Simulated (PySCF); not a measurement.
SiC (triplet)

```tsv
atom	x (Å)	y (Å)	z (Å)
Si	0.0000	0.0000	-0.5148
C	0.0000	0.0000	1.2002
```

All numbers below come from PySCF 2.14.0, PBE0/def2-TZVP, non-relativistic Hamiltonian with scalar-relativistic core potentials where named, at a bond length of 1.715 Å.

Q: What can the converged electron density, electron localisation function and spin density tell about the bonding?

A: C–Si (1.71 Å): ρ at the midpoint is about 1 e/Å³; the ELF peaks at about 0.85 between the atoms; localised, covalent bonding.
The unpaired spin (2 electrons) lies mostly on C2 (about 1.5) and Si1 (about 0.5), in electrons by Hirshfeld's partition.

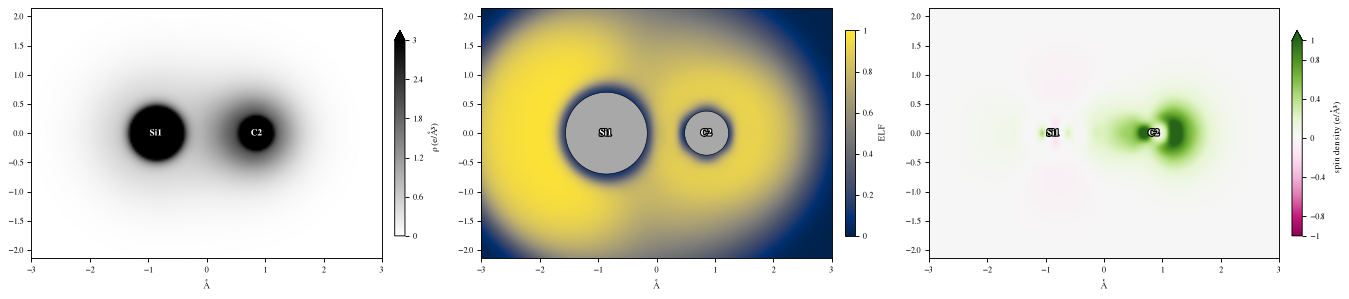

Computed electron density, electron localisation function and spin density on a plane that holds the molecular axis, in this order. Grey discs cover the atomic cores in the ELF map. 
